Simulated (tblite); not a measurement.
Geometry relaxation of B5H8Br

System: B5H8Br (nido-B5H9 (Br for H, site a on B)).
Method: GFN2-xTB geometry optimisation, gas phase (tblite 0.8.0).

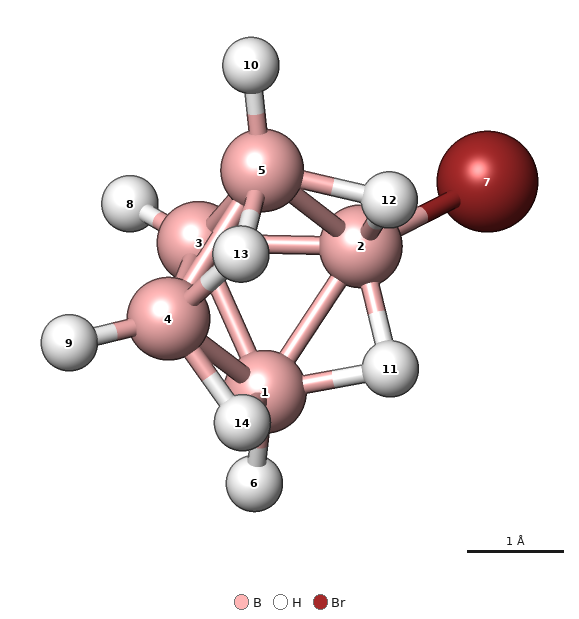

Figure 1. The starting structure (ball-and-stick view, seen at a tilt; atoms are numbered from 1 in the order of the input). Bond lengths as drawn: B–B 1.69 to 1.83 Å, B–Br 1.95 Å and B–H 1.16 to 1.36 Å.

### Input file
```
{"job": {"xc": "GFN2-xTB", "basis": "xTB", "kind": "relax"}, "charge": 0, "multiplicity": 1}
B     -1.207800     0.470700     0.011400
B      0.318400     0.647400     0.986600
B     -0.275200    -0.869100     0.520400
B     -0.317100    -0.590000    -1.173200
B      1.213300    -0.449300    -0.170800
H     -2.345700     0.718600     0.218400
Br     0.722700     1.338700     2.766600
H     -0.583200    -1.793600     1.157500
H     -0.650900    -1.323500    -2.019100
H      2.240300    -1.000900    -0.136100
H     -0.460200     1.541800     0.338100
H      1.388600     0.848200     0.206200
H      0.899800    -0.118000    -1.430100
H     -0.943700     0.578500    -1.298100
```

The first line tells a small driver script what to run in tblite; the rest is the geometry in Å.

Machine: 1 CPU thread, shared host.

Launch command:
```bash
OMP_NUM_THREADS=1 python <driver script> task.json out
```

### Output
```
step      E/eV     max force
  0    -388.60190    0.383
  1    -388.60572    0.132
  2    -388.60703    0.089
  3    -388.60745    0.059
  4    -388.60779    0.029
  5    -388.60790    0.029
  6    -388.60803    0.032
  7    -388.60810    0.023
  8    -388.60814    0.016
  9    -388.60816    0.013
 10    -388.60818    0.015
 11    -388.60819    0.010
 12    -388.60820    0.010
 13    -388.60820    0.006
 14    -388.60820    0.006
 15    -388.60821    0.005
 16    -388.60821    0.007
 17    -388.60821    0.006
 18    -388.60822    0.004
 19    -388.60822    0.003
```

### Trajectory as extended XYZ (Å, eV, eV/Å), 12 frames, from step=0 to step=19
```
14
Properties=species:S:1:pos:R:3:forces:R:3 step=0 energy=-388.60190
B    -1.2078    0.4707    0.0114   -0.3770   0.0030   0.0700
B     0.3184    0.6474    0.9866    0.0810   0.0310   0.1700
B    -0.2752   -0.8691    0.5204   -0.0910   0.1190  -0.1600
B    -0.3171   -0.5900   -1.1732    0.0490  -0.0520   0.1570
B     1.2133   -0.4493   -0.1708   -0.0190  -0.0130  -0.0350
H    -2.3457    0.7186    0.2184    0.2720  -0.0590  -0.0460
Br    0.7227    1.3387    2.7666   -0.0250   0.0030  -0.0320
H    -0.5832   -1.7936    1.1575   -0.0370  -0.1020   0.0520
H    -0.6509   -1.3235   -2.0191   -0.0180  -0.0010  -0.0250
H     2.2403   -1.0009   -0.1361    0.0840  -0.0220  -0.0050
H    -0.4602    1.5418    0.3381    0.0270   0.0430  -0.0010
H     1.3886    0.8482    0.2062    0.0230   0.0360  -0.0220
H     0.8998   -0.1180   -1.4301    0.0340   0.0100  -0.0810
H    -0.9437    0.5785   -1.2981   -0.0030   0.0050  -0.0420
14
Properties=species:S:1:pos:R:3:forces:R:3 step=1 energy=-388.60572
B    -1.2132    0.4708    0.0124   -0.1180  -0.0290   0.0230
B     0.3196    0.6479    0.9891    0.0490   0.0230   0.1070
B    -0.2765   -0.8674    0.5181   -0.1190   0.0340  -0.0470
B    -0.3164   -0.5908   -1.1709    0.0170  -0.0590   0.0760
B     1.2130   -0.4495   -0.1713    0.0140  -0.0070  -0.0350
H    -2.3418    0.7177    0.2177    0.0780  -0.0190  -0.0110
Br    0.7224    1.3388    2.7661   -0.0180   0.0070  -0.0080
H    -0.5837   -1.7950    1.1583   -0.0140  -0.0300   0.0010
H    -0.6512   -1.3235   -2.0195   -0.0060   0.0180   0.0040
H     2.2415   -1.0013   -0.1362    0.0520  -0.0090  -0.0050
H    -0.4598    1.5424    0.3381    0.0220   0.0280   0.0050
H     1.3890    0.8487    0.2059    0.0180   0.0320  -0.0180
H     0.9003   -0.1179   -1.4312    0.0340   0.0100  -0.0680
H    -0.9437    0.5786   -1.2987   -0.0080   0.0010  -0.0230
14
Properties=species:S:1:pos:R:3:forces:R:3 step=3 energy=-388.60745
B    -1.2172    0.4693    0.0132    0.0480  -0.0180  -0.0150
B     0.3216    0.6487    0.9933    0.0050  -0.0090   0.0000
B    -0.2817   -0.8659    0.5165   -0.0460  -0.0020   0.0320
B    -0.3158   -0.5935   -1.1678    0.0010  -0.0310   0.0070
B     1.2136   -0.4497   -0.1729    0.0070   0.0040  -0.0210
H    -2.3395    0.7172    0.2174   -0.0570   0.0120   0.0110
Br    0.7216    1.3392    2.7661   -0.0070   0.0140   0.0260
H    -0.5844   -1.7963    1.1581   -0.0080   0.0030  -0.0190
H    -0.6514   -1.3227   -2.0193   -0.0020   0.0120   0.0090
H     2.2437   -1.0016   -0.1364    0.0110   0.0030  -0.0030
H    -0.4588    1.5436    0.3385    0.0200   0.0020   0.0150
H     1.3897    0.8502    0.2050    0.0080   0.0170  -0.0110
H     0.9020   -0.1175   -1.4343    0.0300   0.0020  -0.0340
H    -0.9441    0.5786   -1.2996   -0.0090  -0.0090   0.0030
14
Properties=species:S:1:pos:R:3:forces:R:3 step=5 energy=-388.60790
B    -1.2170    0.4683    0.0127   -0.0140   0.0180  -0.0100
B     0.3225    0.6484    0.9946   -0.0030  -0.0080  -0.0190
B    -0.2853   -0.8653    0.5174    0.0250   0.0030   0.0150
B    -0.3153   -0.5959   -1.1662    0.0070  -0.0020   0.0000
B     1.2139   -0.4495   -0.1746   -0.0050   0.0060  -0.0100
H    -2.3411    0.7175    0.2178   -0.0070   0.0050   0.0000
Br    0.7209    1.3401    2.7675   -0.0050   0.0080   0.0180
H    -0.5852   -1.7968    1.1573   -0.0130  -0.0070  -0.0050
H    -0.6517   -1.3220   -2.0189   -0.0060  -0.0070  -0.0030
H     2.2450   -1.0015   -0.1367   -0.0110   0.0080  -0.0020
H    -0.4572    1.5440    0.3395    0.0160  -0.0110   0.0150
H     1.3904    0.8515    0.2042    0.0020   0.0020  -0.0050
H     0.9042   -0.1173   -1.4372    0.0200  -0.0050  -0.0080
H    -0.9447    0.5780   -1.2997   -0.0050  -0.0110   0.0130
14
Properties=species:S:1:pos:R:3:forces:R:3 step=6 energy=-388.60803
B    -1.2173    0.4685    0.0121   -0.0270   0.0160  -0.0050
B     0.3227    0.6480    0.9943    0.0010   0.0040  -0.0020
B    -0.2857   -0.8650    0.5184    0.0290   0.0040  -0.0050
B    -0.3149   -0.5968   -1.1657    0.0060   0.0030   0.0020
B     1.2139   -0.4492   -0.1755   -0.0050   0.0060  -0.0070
H    -2.3421    0.7178    0.2180    0.0120   0.0020  -0.0040
Br    0.7205    1.3408    2.7687   -0.0060   0.0010   0.0020
H    -0.5860   -1.7972    1.1568   -0.0110  -0.0070   0.0000
H    -0.6520   -1.3219   -2.0188   -0.0040  -0.0090  -0.0020
H     2.2450   -1.0012   -0.1368   -0.0120   0.0070  -0.0020
H    -0.4561    1.5437    0.3404    0.0100  -0.0110   0.0120
H     1.3907    0.8521    0.2037   -0.0010  -0.0030  -0.0020
H     0.9057   -0.1174   -1.4384    0.0110  -0.0070   0.0000
H    -0.9451    0.5774   -1.2992   -0.0040  -0.0060   0.0130
14
Properties=species:S:1:pos:R:3:forces:R:3 step=8 energy=-388.60814
B    -1.2183    0.4693    0.0114    0.0000  -0.0040   0.0000
B     0.3229    0.6480    0.9941    0.0010   0.0110   0.0120
B    -0.2849   -0.8647    0.5190    0.0050  -0.0010  -0.0130
B    -0.3144   -0.5976   -1.1652   -0.0010  -0.0020   0.0000
B     1.2138   -0.4487   -0.1767    0.0000   0.0060  -0.0040
H    -2.3426    0.7183    0.2179    0.0080   0.0040  -0.0040
Br    0.7198    1.3413    2.7698   -0.0060  -0.0030  -0.0090
H    -0.5871   -1.7977    1.1562   -0.0020   0.0040  -0.0030
H    -0.6525   -1.3223   -2.0188    0.0000  -0.0050   0.0040
H     2.2444   -1.0006   -0.1371   -0.0040   0.0020  -0.0010
H    -0.4546    1.5430    0.3418    0.0020  -0.0060   0.0050
H     1.3909    0.8524    0.2032   -0.0020  -0.0040   0.0000
H     0.9075   -0.1179   -1.4395    0.0010  -0.0050   0.0030
H    -0.9457    0.5766   -1.2982   -0.0040   0.0020   0.0090
14
Properties=species:S:1:pos:R:3:forces:R:3 step=10 energy=-388.60818
B    -1.2185    0.4693    0.0111    0.0110  -0.0100   0.0010
B     0.3230    0.6485    0.9945   -0.0040  -0.0010  -0.0010
B    -0.2843   -0.8647    0.5185   -0.0070  -0.0010  -0.0020
B    -0.3143   -0.5979   -1.1651   -0.0030  -0.0040   0.0000
B     1.2137   -0.4481   -0.1772    0.0030   0.0040  -0.0010
H    -2.3424    0.7187    0.2177    0.0000   0.0050  -0.0010
Br    0.7193    1.3413    2.7696   -0.0030   0.0000  -0.0010
H    -0.5875   -1.7975    1.1559    0.0030   0.0070  -0.0040
H    -0.6526   -1.3227   -2.0186    0.0010  -0.0020   0.0030
H     2.2440   -1.0002   -0.1372    0.0020   0.0000  -0.0010
H    -0.4541    1.5424    0.3425    0.0010   0.0000   0.0030
H     1.3909    0.8523    0.2030    0.0000  -0.0010   0.0000
H     0.9082   -0.1183   -1.4396   -0.0010  -0.0020   0.0000
H    -0.9462    0.5766   -1.2973   -0.0030   0.0050   0.0030
14
Properties=species:S:1:pos:R:3:forces:R:3 step=12 energy=-388.60820
B    -1.2182    0.4688    0.0110   -0.0010  -0.0020   0.0000
B     0.3228    0.6487    0.9947   -0.0060  -0.0050  -0.0070
B    -0.2843   -0.8647    0.5181   -0.0020   0.0010   0.0020
B    -0.3144   -0.5983   -1.1650   -0.0010  -0.0010   0.0010
B     1.2139   -0.4475   -0.1776    0.0020   0.0020   0.0010
H    -2.3420    0.7192    0.2175    0.0020   0.0020   0.0000
Br    0.7188    1.3413    2.7695   -0.0010   0.0000   0.0040
H    -0.5875   -1.7971    1.1555    0.0030   0.0000   0.0000
H    -0.6526   -1.3231   -2.0183    0.0000  -0.0030   0.0000
H     2.2439   -1.0001   -0.1374    0.0030   0.0000  -0.0010
H    -0.4538    1.5421    0.3431    0.0020   0.0020   0.0020
H     1.3909    0.8522    0.2030    0.0010   0.0000  -0.0010
H     0.9084   -0.1187   -1.4397   -0.0020   0.0000   0.0000
H    -0.9466    0.5769   -1.2966    0.0000   0.0040  -0.0010
14
Properties=species:S:1:pos:R:3:forces:R:3 step=13 energy=-388.60820
B    -1.2181    0.4685    0.0110   -0.0050   0.0010  -0.0010
B     0.3226    0.6486    0.9946   -0.0040  -0.0020  -0.0040
B    -0.2844   -0.8647    0.5180    0.0010   0.0000   0.0010
B    -0.3144   -0.5984   -1.1650    0.0000   0.0000   0.0010
B     1.2140   -0.4473   -0.1776    0.0010   0.0010   0.0010
H    -2.3419    0.7194    0.2175    0.0020   0.0020   0.0000
Br    0.7187    1.3413    2.7695   -0.0010   0.0000   0.0030
H    -0.5875   -1.7970    1.1554    0.0020  -0.0030   0.0020
H    -0.6526   -1.3233   -2.0182   -0.0010  -0.0030  -0.0010
H     2.2440   -1.0000   -0.1375    0.0020   0.0000   0.0000
H    -0.4536    1.5421    0.3433    0.0020   0.0020   0.0010
H     1.3909    0.8521    0.2029    0.0010   0.0000  -0.0010
H     0.9084   -0.1188   -1.4397   -0.0020   0.0000   0.0000
H    -0.9467    0.5770   -1.2965    0.0010   0.0020  -0.0010
14
Properties=species:S:1:pos:R:3:forces:R:3 step=15 energy=-388.60821
B    -1.2182    0.4684    0.0109   -0.0020   0.0020  -0.0030
B     0.3221    0.6485    0.9944   -0.0010   0.0030   0.0030
B    -0.2844   -0.8647    0.5180    0.0020  -0.0020  -0.0010
B    -0.3145   -0.5986   -1.1649    0.0000   0.0000   0.0000
B     1.2142   -0.4471   -0.1776    0.0000   0.0000   0.0000
H    -2.3417    0.7197    0.2174   -0.0020   0.0020   0.0010
Br    0.7184    1.3413    2.7697   -0.0020  -0.0020  -0.0010
H    -0.5873   -1.7970    1.1554    0.0020  -0.0040   0.0030
H    -0.6527   -1.3236   -2.0181   -0.0010  -0.0010   0.0000
H     2.2442   -1.0000   -0.1375    0.0000   0.0010   0.0000
H    -0.4533    1.5422    0.3436    0.0020   0.0010   0.0010
H     1.3910    0.8521    0.2028    0.0010  -0.0020  -0.0020
H     0.9083   -0.1189   -1.4397   -0.0020   0.0000   0.0000
H    -0.9467    0.5773   -1.2963    0.0010   0.0000  -0.0020
14
Properties=species:S:1:pos:R:3:forces:R:3 step=17 energy=-388.60821
B    -1.2184    0.4683    0.0105    0.0030  -0.0010  -0.0010
B     0.3216    0.6486    0.9943    0.0010   0.0040   0.0050
B    -0.2843   -0.8648    0.5180   -0.0010  -0.0010   0.0000
B    -0.3146   -0.5989   -1.1649    0.0000  -0.0010   0.0000
B     1.2144   -0.4468   -0.1776   -0.0010   0.0000   0.0000
H    -2.3416    0.7202    0.2174   -0.0040   0.0010   0.0000
Br    0.7179    1.3411    2.7698   -0.0020  -0.0020  -0.0020
H    -0.5869   -1.7973    1.1556    0.0020   0.0000   0.0000
H    -0.6528   -1.3241   -2.0180    0.0000   0.0020   0.0010
H     2.2444   -0.9998   -0.1376   -0.0010   0.0010   0.0000
H    -0.4528    1.5424    0.3440    0.0010   0.0000  -0.0010
H     1.3912    0.8518    0.2025    0.0010  -0.0020  -0.0010
H     0.9080   -0.1190   -1.4398   -0.0010   0.0000   0.0000
H    -0.9467    0.5777   -1.2963    0.0000  -0.0010  -0.0010
14
Properties=species:S:1:pos:R:3:forces:R:3 step=19 energy=-388.60822
B    -1.2185    0.4682    0.0103    0.0010  -0.0020   0.0010
B     0.3213    0.6488    0.9945    0.0000   0.0000   0.0000
B    -0.2843   -0.8649    0.5180   -0.0010   0.0010   0.0010
B    -0.3146   -0.5991   -1.1649    0.0010   0.0000   0.0000
B     1.2145   -0.4466   -0.1776   -0.0010   0.0010   0.0010
H    -2.3417    0.7206    0.2174    0.0000   0.0000  -0.0010
Br    0.7176    1.3408    2.7699   -0.0010  -0.0010   0.0010
H    -0.5866   -1.7975    1.1557    0.0020   0.0020  -0.0010
H    -0.6529   -1.3243   -2.0179    0.0000   0.0020   0.0000
H     2.2444   -0.9997   -0.1377   -0.0020   0.0010   0.0000
H    -0.4524    1.5426    0.3442    0.0010   0.0000  -0.0010
H     1.3914    0.8516    0.2022    0.0000  -0.0020  -0.0010
H     0.9078   -0.1190   -1.4398    0.0000   0.0000   0.0000
H    -0.9467    0.5779   -1.2964    0.0000  -0.0020   0.0000
```

### Results in brief

```json
{"quantity": "outcome", "value": "converged"}
{"quantity": "total energy", "value": "−388.6082 eV"}
{"quantity": "peak memory", "value": "0.17 GiB"}
```
